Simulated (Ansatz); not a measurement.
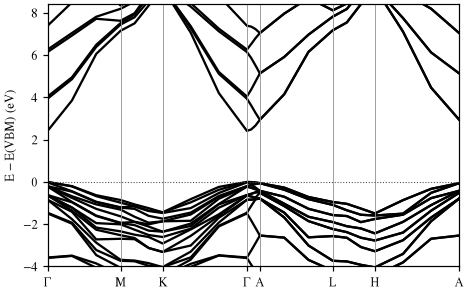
Figure. Band structure from plane-wave PAW HSE06 (Ansatz code)

Problem. Read off the gap and where the band edges lie.

Solution. About 2.4 eV (2.42 eV among the points solved); maximum at Γ, minimum at Γ.

The material is ZnO in space group P6_3mc (No. 186; Pearson symbol hP12).

The cell is a constructed one: a structure type filled with these elements. Its sites differ from those of the usual phase in this space group: another stacking or structure type. The cell was relaxed with HSE06 under the symmetry of its start; its stability against distortions is not shown here. The hybrid was solved on a coarse mesh, the path and, where they were found, the r²SCAN edge points; its band edges are the extreme levels among these.

Potentials: the later of the program's two PAW sets.
